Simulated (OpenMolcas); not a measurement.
**AlSbH3F (SMILES [F][AlH][SbH2]): levels of theory compared**

Aim: a comparison of 5 runs (HF/3-21G, B3LYP/def2-SVP, PBE0/def2-SVP, r2SCAN/def2-SVP, CCSD(T)/def2-SVP) of AlSbH3F. 

The calculation is run with OpenMolcas 26.06.

## (1) The molecule

The species is AlSbH3F (6 atoms), meant as a singlet with charge 0. As SMILES, `[F][AlH][SbH2]`. The Al2–H4 distance was set to 2.847 Å, away from the relaxed value. At this shape a bond of the SMILES string is far longer than usual.

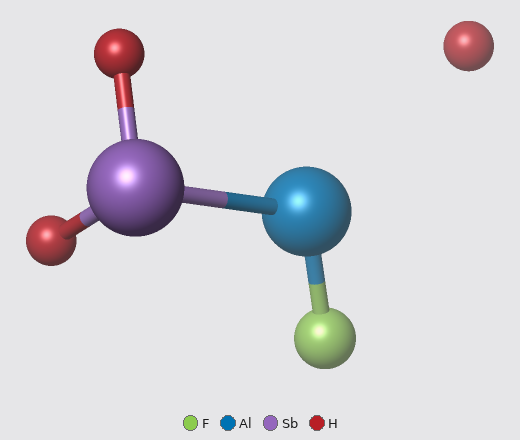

Viewed from a chosen angle; fluorine green, aluminium blue, antimony purple, hydrogen red.

## (2) The energy at HF/3-21G (run 1)

File struct.xyz:

```xyz
6

F     -0.907634    -1.023262     2.351853
Al    -0.129134    -0.430162     1.019753
Sb     1.486866     1.612838     1.424353
H     -0.594800    -1.800700    -1.431700
H      1.049066     2.201138    -0.120347
H      0.172566     2.422038     2.157653
```

File job.inp:

```
>>> EXPORT MOLCAS_PRINT=2

&GATEWAY
 BasLib
 $CurrDir
 Coord
 struct.xyz
 Basis
 3-21G
 Group
 NoSym

&SEWARD

&SCF
 Thresholds
 1e-10 1e-07 1e-07 1e-05
 PrOrbitals
 1 2
```

The basis set 3-21G is read from a file made from the Basis Set Exchange's data (not shown).

Command:

```
$ export MOLCAS_MEM=1860
$ pymolcas job.inp > job.log
```

Output:

```text
--- Start Module: gateway ---
[...]
--- Stop Module: gateway /rc=_RC_ALL_IS_WELL_ ---
--- Start Module: seward ---
[...]
      Basis functions           59
--- Stop Module: seward /rc=_RC_ALL_IS_WELL_ ---
[...]
--- Start Module: scf ---
[...]
       Convergence after  12 Iterations
[...]
::    Total SCF energy                              -6626.8268312474
[...]
      Total spin, S                                     0.0000000000
[...]
      Total electronic charge=   76.000000
      Total            charge=   -0.000000
[...]
      Dipole Moment (debye):
      Origin of the operator (angstrom)=    0.9398    0.9817    1.4421
                   X=  1.3188E+00               Y=  2.2524E+00               Z=  6.6408E-01           Total=  2.6932E+00
      Quadrupole Moment (debye*angstrom):
[...]
--- Stop Module: scf /rc=_RC_ALL_IS_WELL_ ---
[...]
```

Run time: 4.5 s. Hardware: 1 thread of AMD EPYC 7R43 (Zen 3), shared host; peak memory 0.39 GiB.

## (3) A single-point energy at B3LYP/def2-SVP (core potential) (run 2)

File run.input:

```
&GATEWAY
  BASLIB
  $CurrDir
  COORD
  6
  angstrom
  F       -0.907634      -1.023262       2.351853
  Al      -0.129134      -0.430162       1.019753
  Sb       1.486866       1.612838       1.424353
  H       -0.594800      -1.800700      -1.431700
  H        1.049066       2.201138      -0.120347
  H        0.172566       2.422038       2.157653
  BASIS
  def2-SVP
  GROUP
  NoSym

&SEWARD
  GRIDINPUT
  Grid=UltraFine
  End of Grid

&SCF
  KSDFT
  B3LYP
  THRESHOLDS
  1e-10 1e-07 1e-07 1e-05
  PRORBITALS
  1 2
```

The basis set def2-SVP is read from a file made from the Basis Set Exchange's data (not shown).

Command:

```
$ export MOLCAS_MEM=1860
$ pymolcas run.input > run.log
```

Output:

```text
--- Start Module: gateway ---
[...]
--- Stop Module: gateway /rc=_RC_ALL_IS_WELL_ ---
--- Start Module: seward ---
[...]
      Basis functions           73
--- Stop Module: seward /rc=_RC_ALL_IS_WELL_ ---
[...]
--- Start Module: scf ---
[...]
       Convergence after  18 Iterations
[...]
::    Total KS-DFT energy                            -584.2329847575
[...]
      Total spin, S                                     0.0000000000
[...]
      Total electronic charge=   48.000000
      Total            charge=   -0.000000
[...]
      Dipole Moment (debye):
      Origin of the operator (angstrom)=    0.9398    0.9817    1.4421
                   X=  1.7636E+00               Y=  2.4411E+00               Z=  1.2746E+00           Total=  3.2701E+00
      Quadrupole Moment (debye*angstrom):
[...]
--- Stop Module: scf /rc=_RC_ALL_IS_WELL_ ---
[...]
```

Wall time 24 s (1 thread of AMD EPYC 7R43 (Zen 3), shared host); peak memory 0.42 GiB.

## (4) The energy at PBE0/def2-SVP (core potential) (run 3)

File mol.input:

```
&GATEWAY
BasLib = $CurrDir
BasisSet
F.def2-SVP....
F1 -0.907634 -1.023262 2.351853 angstrom
End of Basis
BasisSet
Al.def2-SVP....
Al2 -0.129134 -0.430162 1.019753 angstrom
End of Basis
BasisSet
Sb.def2-SVP....
Sb3 1.486866 1.612838 1.424353 angstrom
End of Basis
BasisSet
H.def2-SVP....
H4 -0.594800 -1.800700 -1.431700 angstrom
H5 1.049066 2.201138 -0.120347 angstrom
H6 0.172566 2.422038 2.157653 angstrom
End of Basis
&SEWARD
GridInput
Grid=UltraFine
End of Grid
&SCF
KSDFT = PBE0
Thresholds = 1e-10 1e-07 1e-07 1e-05
PrOrbitals = 0
```

The basis set def2-SVP is read from a file made from the Basis Set Exchange's data (not shown).

Command:

```
$ export MOLCAS_MEM=1860
$ pymolcas mol.input > mol.log
```

Output:

```text
--- Start Module: gateway ---
[...]
--- Stop Module: gateway /rc=_RC_ALL_IS_WELL_ ---
--- Start Module: seward ---
[...]
      Basis functions           73
--- Stop Module: seward /rc=_RC_ALL_IS_WELL_ ---
[...]
--- Start Module: scf ---
[...]
       Convergence after  17 Iterations
[...]
::    Total KS-DFT energy                            -583.9178673895
[...]
      Total spin, S                                     0.0000000000
[...]
      Total electronic charge=   48.000000
      Total            charge=   -0.000000
[...]
      Dipole Moment (debye):
      Origin of the operator (angstrom)=    0.9398    0.9817    1.4421
                   X=  1.6614E+00               Y=  2.4429E+00               Z=  1.1747E+00           Total=  3.1793E+00
      Quadrupole Moment (debye*angstrom):
[...]
--- Stop Module: scf /rc=_RC_ALL_IS_WELL_ ---
[...]
```

Wall time 23 s (1 thread of AMD EPYC 7R43 (Zen 3), shared host); peak memory 0.42 GiB.

Run 4 isn't shown in full; the table further down has it.

## (5) The energy at CCSD(T)/def2-SVP (core potential) (run 5)

File mol.input:

```
* AlFH3Sb CCSD(T)
>>> EXPORT MOLCAS_PRINT=2

&GATEWAY
 BasLib=$CurrDir
 Coord
 6
 angstrom
 F       -0.907634      -1.023262       2.351853
 Al      -0.129134      -0.430162       1.019753
 Sb       1.486866       1.612838       1.424353
 H       -0.594800      -1.800700      -1.431700
 H        1.049066       2.201138      -0.120347
 H        0.172566       2.422038       2.157653
 Basis=def2-SVP
 Group=NoSym

&SEWARD

&SCF
 Thresholds=1e-10 1e-07 1e-07 1e-05
 PrOrbitals=1 2

&RASSCF
 FileOrb=$Project.ScfOrb
 Spin=1
 Nactel=0 0 0
 Inactive=24
 Ras2=0
 OutOrbitals=Canonical
 OrbListing=Nothing

&MOTRA
 JobIph
 Frozen=10

&CCSDT
 CCT
 Triples=2
 Iterations=80
 Accuracy=1e-08
 Extrapolation=5 4
```

The basis set def2-SVP is read from a file made from the Basis Set Exchange's data (not shown).

Command:

```
$ export MOLCAS_MEM=1860
$ pymolcas mol.input > mol.log
```

Output:

```text
--- Start Module: gateway ---
[...]
--- Stop Module: gateway /rc=_RC_ALL_IS_WELL_ ---
[...]
      Basis functions           73
[...]
       Convergence after  14 Iterations
[...]
::    Total SCF energy                               -582.1424082300
[...]
      Total spin, S                                     0.0000000000
[...]
      Number of active orbitals                  0
[...]
      Spin quantum number                      0.0
[...]
      Active orbitals                            0
[...]
      Number of CSFs                             1
[...]
      Number of root(s) required                 1
[...]
      Convergence after  4 iterations
[...]
      Natural orbitals and occupation numbers for root  1
      ************************************************************************************************************************
      *                                                    Final results                                                     *
      ************************************************************************************************************************
[...]
::    RASSCF root number  1 Total energy:   -582.14240823
[...]
      Total electronic charge=   48.000000
      Total            charge=   -0.000000
[...]
      Dipole Moment (debye):
      Origin of the operator (angstrom)=    0.9398    0.9817    1.4421
                   X=  1.8811E+00               Y=  2.7684E+00               Z=  1.4803E+00           Total=  3.6598E+00
      Quadrupole Moment (debye*angstrom):
[...]
--- Start Module: motra ---
[...]
      *** WARNING: Default frozen orbitals is overwritten by user input.
      *** Default values:   3
[...]
--- Stop Module: motra /rc=_RC_ALL_IS_WELL_ ---
--- Start Module: ccsdt ---
[...]
      Convergence after                    20  Iterations
      Total energy (diff) :    -582.56647964      -0.00000000
[...]
 METHOD                       : CCSD+T(CCSD)+<T3(1)WT1> = CCSD(T)
[...]
       CCSD     =      -582.5664796377457
[...]
--- Stop Module: ccsdt /rc=_RC_ALL_IS_WELL_ ---
[...]
```

Run time: 44 s. Hardware: 1 thread of AMD EPYC 7R43 (Zen 3), shared host; peak memory 0.42 GiB.

## (6) Overview of the runs

```csv
run,level,integration grid,frozen core orbitals,energy (Eh),dipole moment (D) of the reference,HOMO energy (eV),LUMO energy (eV),wall time
1,HF/3-21G,–,–,-6626.826831,2.69,-8.21,-0.01,4.5 s
2,B3LYP/def2-SVP (core potential),UltraFine,–,-584.232985,3.27,-6.26,-3.01,24 s
3,PBE0/def2-SVP (core potential),UltraFine,–,-583.917867,3.18,-6.46,-2.84,23 s
4,r2SCAN/def2-SVP (core potential),UltraFine,–,-584.151216,3.10,-5.81,-3.37,31 s
5,CCSD(T)/def2-SVP (core potential),–,10,-582.578486,3.66,-8.36,-0.10,44 s
```

## (7) What came out

| quantity | value |
| --- | --- |
| run 5: total energy | -582.57849 Eh |
| run 5: dipole moment (mean-field density) | 3.66 D |
| run 5: HOMO energy (Hartree–Fock orbitals) | -8.36 eV |
| run 5: LUMO energy (Hartree–Fock orbitals) | -0.10 eV |
| run 5: HOMO–LUMO gap (Hartree–Fock orbitals) | 8.26 eV |
| run 5: correlation energy (10 core orbitals frozen) | -436.1 mEh |
| run 5: (T) correction | -12.01 mEh |

Over runs 1, 2, 3, 4 the dipole moment (its size) runs from 2.69 D (HF/3-21G) to 3.27 D (B3LYP/def2-SVP). The two ends differ in method and basis and core potential. Over runs 1, 2, 3, 4 the HOMO–LUMO gap runs from 2.44 eV (r2SCAN/def2-SVP) to 8.19 eV (HF/3-21G). Totals of different functionals can't be ranked against each other. Some runs of one species differ in core potentials or relativity; totals across that change don't compare. In run 1 relativity is left out where basis or elements ask for it. All runs together took 2.1 min, the longest 44 s.
